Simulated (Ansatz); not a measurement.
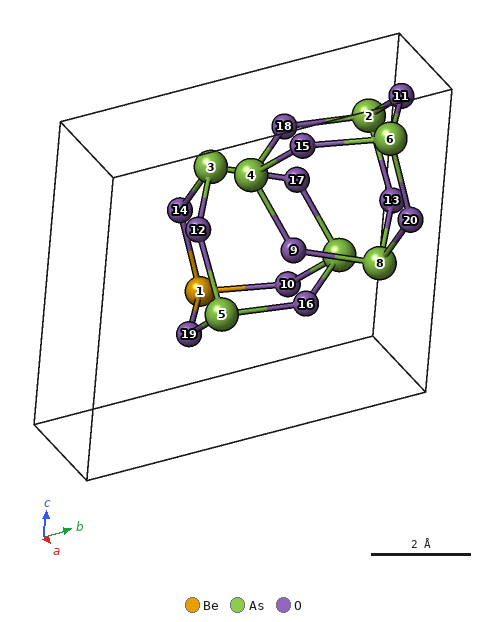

*The structure as given in the input (ball-and-stick view of the cell of the calculation, seen at an oblique angle; atoms are numbered from 1 in the order of the input).*

**Run report: BeAs$_{7}$O$_{12}$ (charge −1), field-gradient calculation (part 1 of 2)**

System: BeAs$_{7}$O$_{12}$ (defect cell, 20 atoms in the cell, total charge −1).
Method: DFT, PBE, plane-wave PAW, default files, scalar-relativistic, no spin polarisation (Ansatz 0.2.0).

The structure derives from an entry of the Crystallography Open Database. It belongs to a series of runs on one base structure; here: Be on a As site, charge -1, host positions. Figures and captions count atoms from 1; the log counts them from 0 in places.

**The input**
```yaml
crystal:
  lattice:
    - [0.0, 5.536715, 5.536715]
    - [5.536715, 0.0, 5.536715]
    - [5.536715, 5.536715, 0.0]
  atoms:
    - { symbol: Be, position: [0.39721, 0.39721, 0.39721] }
    - { symbol: As, position: [0.44163, 0.85279, 0.85279] }
    - { symbol: As, position: [0.39721, 0.39721, 0.80837] }
    - { symbol: As, position: [0.85279, 0.44163, 0.85279] }
    - { symbol: As, position: [0.80837, 0.39721, 0.39721] }
    - { symbol: As, position: [0.85279, 0.85279, 0.85279] }
    - { symbol: As, position: [0.39721, 0.80837, 0.39721] }
    - { symbol: As, position: [0.85279, 0.85279, 0.44163] }
    - { symbol: O, position: [0.9226, 0.5774, 0.5774] }
    - { symbol: O, position: [0.3274, 0.6726, 0.3274] }
    - { symbol: O, position: [0.5774, 0.9226, 0.9226] }
    - { symbol: O, position: [0.6726, 0.3274, 0.6726] }
    - { symbol: O, position: [0.5774, 0.9226, 0.5774] }
    - { symbol: O, position: [0.3274, 0.3274, 0.6726] }
    - { symbol: O, position: [0.9226, 0.5774, 0.9226] }
    - { symbol: O, position: [0.6726, 0.6726, 0.3274] }
    - { symbol: O, position: [0.3274, 0.6726, 0.6726] }
    - { symbol: O, position: [0.5774, 0.5774, 0.9226] }
    - { symbol: O, position: [0.6726, 0.3274, 0.3274] }
    - { symbol: O, position: [0.9226, 0.9226, 0.5774] }
total_charge: -1
kpoints:
  mp_grid: { grid: [3, 3, 3] }
scf:
  occupations: { method: fermi_dirac, width: 0.01 }
hamiltonian:
  xc: pbe
  pseudopotentials: { kind: paw }
output:
  forces: true
  stress: true
  populations: true
  efg:
    quadrupole_moments_barn: { Be: 0.05288, As: 0.311, O: -0.02558 }
    contact_densities: true
```

Machine: 1 thread of an x86-64 CPU, shared host.

Run as:
```bash
ansatz run input.yaml --threads 1 --pin off --max-ram 2560MiB --backend cpu --events-out ev --progress --plain --runs-dir out
```

**The program's output**
```
Engine: ansatz 0.2.0, x86_64-unknown-linux-gnu
Pseudopotentials: kind: paw
Pseudopotential: Be, paw, valence charge 2, recommended cutoff 420 eV (normal), Be.paw.azcp
Pseudopotential: As, paw, valence charge 15, recommended cutoff 420 eV (normal), As.paw.azcp
Pseudopotential: O, paw, valence charge 6, recommended cutoff 420 eV (normal), O.paw.azcp
Functional definition: PBE
  parameter kappa = 0.804
  parameter beta = 0.06672455060314922
  exchange = pbe_x(kappa = kappa, mu = beta*pi^2/3)
  correlation = pbe_c(beta = beta)
Crystal: 20 atoms, lattice volume = 339.458 Å³
Basis set: ecut = 420 eV, 6615 PW (Γ), exchange–correlation on 108×108×108 points (8 copies of the dense FFT grid, shifted against one another)
Bands: 110, of which v1, the nominal top of the filled ones, is band 90 counted from 1 (89 counted from 0)
Symmetry: 6 space group operations
Space group: R3m (ITA 160), of the structure as read, at distance tolerance 7.0e-5 Å
k-points: 6 of 27 (time reversal used)
Non-local potential: Be, projectors of the file, l = 0: 2, l = 1: 2, l = 2: 1
Non-local potential: As, projectors of the file, l = 0: 2, l = 1: 2, l = 2: 3, l = 3: 1
Non-local potential: O, projectors of the file, l = 0: 2, l = 1: 2, l = 2: 1
PAW form: soft (Blöchl's): semilocal exchange-correlation on the pseudo side does not see the compensation charge
PAW one-centre angular grid: Be, 110 points (default); XC on 64 Gauss nodes
PAW one-centre angular grid: As, 590 points (default); XC on 64 Gauss nodes
PAW one-centre angular grid: O, 110 points (default); XC on 64 Gauss nodes
Initial density: superposition of atomic densities (neutral atoms scaled as one to the charged cell's electrons: chi_scale 0, normalization atom), corrected by the library's trained network
Initial wavefunctions: pseudopotential atomic-orbital guess
Functional: x = pbe(κ = 0.804, μ = 0.2195149727645171), c = pbe(β = 0.06672455060314922)
SCF iter   1: F=—  HF=-40883.385079 eV  |F-HF|=—  |Δ(HF+E_count)|=         —  Δρ=1.42e-2  dr2=1.18e0  ethr=1.77e-3  ⟨swp⟩=6.2  Hψ=2569  notcnv=0  defer=4
preconditioner: auto → Resta (q_TF=auto, 2.455 Å⁻¹)  ε∞=3.7  [insulator: Δε(μ)=2.315 eV  Ē_g=12.750 eV  σ=0.010 eV  W_gap=1.00  n_scr=64 (ndim 8)  ℏωp=21.1 eV  f_vac=0.236  D(μ)=0.00/eV (n_scr^D=0)  ε∞_Penn≈3.7]
SCF iter   2: F=—  HF=-40883.036212 eV  |F-HF|=—  |Δ(HF+E_count)|=   3.49e-1  Δρ=6.51e-3  dr2=2.51e-1  ethr=6.54e-4  ⟨swp⟩=3.8  Hψ=1043  notcnv=0  defer=76
SCF iter   3: F=—  HF=-40882.936608 eV  |F-HF|=—  |Δ(HF+E_count)|=   9.96e-2  Δρ=2.89e-3  dr2=3.15e-2  ethr=1.39e-4  ⟨swp⟩=3.0  Hψ=924  notcnv=0  defer=76
SCF iter   4: F=—  HF=-40882.927625 eV  |F-HF|=—  |Δ(HF+E_count)|=   8.98e-3  Δρ=8.65e-4  dr2=3.32e-3  ethr=1.75e-5  ⟨swp⟩=3.0  Hψ=956  notcnv=0  defer=76
SCF iter   5: F=—  HF=-40882.927477 eV  |F-HF|=—  |Δ(HF+E_count)|=   1.48e-4  Δρ=6.02e-4  dr2=1.31e-3  ethr=1.84e-6  ⟨swp⟩=2.0  Hψ=908  notcnv=0  defer=76
SCF iter   6: F=—  HF=-40882.927364 eV  |F-HF|=—  |Δ(HF+E_count)|=   1.13e-4  Δρ=1.75e-4  dr2=1.61e-4  ethr=7.27e-7  ⟨swp⟩=2.0  Hψ=904  notcnv=0  defer=76
SCF iter   7: F=—  HF=-40882.927427 eV  |F-HF|=—  |Δ(HF+E_count)|=   6.36e-5  Δρ=1.00e-4  dr2=4.22e-5  ethr=8.93e-8  ⟨swp⟩=2.5  Hψ=1139  notcnv=0  defer=76
SCF iter   8: F=—  HF=-40882.927303 eV  |F-HF|=—  |Δ(HF+E_count)|=   1.24e-4  Δρ=2.12e-5  dr2=1.98e-6  ethr=2.34e-8  ⟨swp⟩=2.0  Hψ=1194  notcnv=0  defer=76
SCF iter   9: F=—  HF=-40882.927308 eV  |F-HF|=—  |Δ(HF+E_count)|=   5.00e-6  Δρ=1.25e-5  dr2=4.56e-7  ethr=1.10e-9  ⟨swp⟩=2.0  Hψ=842  notcnv=0  defer=76
SCF iter  10: F=—  HF=-40882.927309 eV  |F-HF|=—  |Δ(HF+E_count)|=   4.17e-7  Δρ=1.01e-5  dr2=2.98e-7  ethr=2.54e-10  ⟨swp⟩=2.0  Hψ=1124  notcnv=0  defer=76
SCF iter  11: F=-40882.927309 eV  HF=-40882.927309 eV  |F-HF|=2.68e-8  |Δ(HF+E_count)|=   4.70e-8  Δρ=1.67e-6  dr2=1.28e-8  ethr=5.56e-11  ⟨swp⟩=8.3  Hψ=2921  notcnv=0
SCF 1 converged in 11 iterations: F = -40882.927309 eV  dr2 = 1.28e-8
  greatest PAW one-centre occupation: 1.000 electrons in one spin orbital (limit 2), on the As atom at site 2 (counted from 0), in its partial waves of l = 2
```

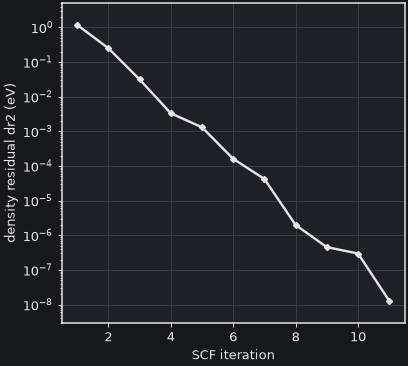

*Convergence of the self-consistent field: density residual dr2 against the SCF iteration.*

The residual falls at every step.

```
SCF converged after 11 iterations
Free energy (F): -40882.927309 eV
Harris-Foulkes:  -40882.927309 eV  (|F-HF|=2.68e-8)
Internal energy: -40882.927309 eV  (E = F + TS)
E sigma→0 (E₀):  -40882.927309 eV
Fermi energy:    5.643443 eV
--- Per-component energies (eV) ---
  E_band       = -2506.219602
  E_kinetic    = 2850.093870
  E_local      = -25523.328694  (includes V_loc(G=0)·N_el)
  E_nonlocal   = -4093.866778
  E_hartree    = 12395.435981
  E_xc         = -1459.629515
  E_vxc        = -1704.836116  (∫ρ·V_xc dr)
  E_paw        = -14815.786027  (= ΣΔE_a)
  E_vpaw       = 1174.815926  (= ΣTr[D̂ρ^β])
  E_aug_tail   = 0.029627  (compensation charges beyond the density's cutoff)
  E_ewald      = -10235.875771
  E_smearing   = -0.000000  (= −TS)
  E_closure    = 0.000000  (closes the sum)
  E_deformation_potential = -10.870285  (in the stress; not in F)
  Σ components = -40882.927309   (vs F -40882.927309, Δ=0.00e0)
--- Forces (eV/Å), atoms counted from 1 ---
  atom   1  Be     3.78418657     3.78418657     3.78418657
  atom   2  As     0.92561267    -0.57446523    -0.57446523
  atom   3  As    -0.94196720    -0.94196720    -1.45586595
  atom   4  As    -0.57446523     0.92561267    -0.57446523
  atom   5  As    -1.45586595    -0.94196720    -0.94196720
  atom   6  As     0.37009132     0.37009132     0.37009132
  atom   7  As    -0.94196720    -1.45586595    -0.94196720
  atom   8  As    -0.57446523    -0.57446523     0.92561267
  atom   9  O     -0.88956745    -0.04581003    -0.04581003
  atom  10  O     -0.88525889    -0.56003160    -0.88525889
  atom  11  O      0.79410525     0.15877093     0.15877093
  atom  12  O      0.13146201     1.34594716     0.13146201
  atom  13  O     -0.04581003    -0.88956745    -0.04581003
  atom  14  O     -0.88525889    -0.88525889    -0.56003160
  atom  15  O      0.15877093     0.79410525     0.15877093
  atom  16  O      0.13146201     0.13146201     1.34594716
  atom  17  O      1.34594716     0.13146201     0.13146201
  atom  18  O     -0.04581003    -0.04581003    -0.88956745
  atom  19  O     -0.56003160    -0.88525889    -0.88525889
  atom  20  O      0.15877093     0.15877093     0.79410525
  max |Σ_I F_I| component: 5.89e-5 eV/Å
--- Stress (GPa, compression-positive) ---
        2.654660      -1.743384      -1.743384
       -1.743384       2.654660      -1.743384
       -1.743384      -1.743384       2.654660
  P = ⅓ Tr σ = 2.6547 GPa (26.547 kbar)
--- PAW observables at the nuclei: V_zz in 10²¹ V/m², potentials from the cell's mean, atoms counted from 1 ---
  atom   1  Be V_zz =    +0.682688   η = 0.0000   by run symmetry: allowed   C_q = +0.8729 MHz
            electrostatic potential = -237.336768 V   contact ρ = 237.931812 e/Å³
  atom   2  As V_zz =   -27.854218   η = 0.0120   by run symmetry: allowed   C_q = -209.4622 MHz
            electrostatic potential = -4509.142978 V   contact ρ = 235525.911060 e/Å³
  atom   3  As V_zz =   -28.787291   η = 0.1014   by run symmetry: allowed   C_q = -216.4789 MHz
            electrostatic potential = -4509.598761 V   contact ρ = 235519.387636 e/Å³
  atom   4  As V_zz =   -27.854218   η = 0.0120   by run symmetry: allowed   C_q = -209.4622 MHz
            electrostatic potential = -4509.142978 V   contact ρ = 235525.911060 e/Å³
  atom   5  As V_zz =   -28.787291   η = 0.1014   by run symmetry: allowed   C_q = -216.4789 MHz
            electrostatic potential = -4509.598761 V   contact ρ = 235519.387636 e/Å³
  atom   6  As V_zz =   -28.157822   η = 0.0000   by run symmetry: allowed   C_q = -211.7453 MHz
            electrostatic potential = -4509.048560 V   contact ρ = 235524.168945 e/Å³
  atom   7  As V_zz =   -28.787291   η = 0.1014   by run symmetry: allowed   C_q = -216.4789 MHz
            electrostatic potential = -4509.598761 V   contact ρ = 235519.387636 e/Å³
  atom   8  As V_zz =   -27.854218   η = 0.0120   by run symmetry: allowed   C_q = -209.4622 MHz
            electrostatic potential = -4509.142978 V   contact ρ = 235525.911060 e/Å³
  atom   9  O  V_zz =   +11.934549   η = 0.7362   by run symmetry: allowed   C_q = -7.3818 MHz
            electrostatic potential = -619.169958 V   contact ρ = 2157.990342 e/Å³
  atom  10  O  V_zz =   +13.677825   η = 0.2750   by run symmetry: allowed   C_q = -8.4600 MHz
            electrostatic potential = -620.498709 V   contact ρ = 2157.158806 e/Å³
  atom  11  O  V_zz =   +12.354485   η = 0.6933   by run symmetry: allowed   C_q = -7.6415 MHz
            electrostatic potential = -619.162721 V   contact ρ = 2157.980140 e/Å³
  atom  12  O  V_zz =   +11.790397   η = 0.5815   by run symmetry: allowed   C_q = -7.2926 MHz
            electrostatic potential = -619.458402 V   contact ρ = 2157.878554 e/Å³
  atom  13  O  V_zz =   +11.934549   η = 0.7362   by run symmetry: allowed   C_q = -7.3818 MHz
            electrostatic potential = -619.169958 V   contact ρ = 2157.990342 e/Å³
  atom  14  O  V_zz =   +13.677825   η = 0.2750   by run symmetry: allowed   C_q = -8.4600 MHz
            electrostatic potential = -620.498709 V   contact ρ = 2157.158806 e/Å³
  atom  15  O  V_zz =   +12.354485   η = 0.6933   by run symmetry: allowed   C_q = -7.6415 MHz
            electrostatic potential = -619.162721 V   contact ρ = 2157.980140 e/Å³
  atom  16  O  V_zz =   +11.790397   η = 0.5815   by run symmetry: allowed   C_q = -7.2926 MHz
            electrostatic potential = -619.458402 V   contact ρ = 2157.878554 e/Å³
  atom  17  O  V_zz =   +11.790397   η = 0.5815   by run symmetry: allowed   C_q = -7.2926 MHz
            electrostatic potential = -619.458402 V   contact ρ = 2157.878554 e/Å³
  atom  18  O  V_zz =   +11.934549   η = 0.7362   by run symmetry: allowed   C_q = -7.3818 MHz
            electrostatic potential = -619.169958 V   contact ρ = 2157.990342 e/Å³
  atom  19  O  V_zz =   +13.677825   η = 0.2750   by run symmetry: allowed   C_q = -8.4600 MHz
            electrostatic potential = -620.498709 V   contact ρ = 2157.158806 e/Å³
  atom  20  O  V_zz =   +12.354485   η = 0.6933   by run symmetry: allowed   C_q = -7.6415 MHz
            electrostatic potential = -619.162721 V   contact ρ = 2157.980140 e/Å³
--- Band table (eV; the first three rows and the last of 6) ---
```
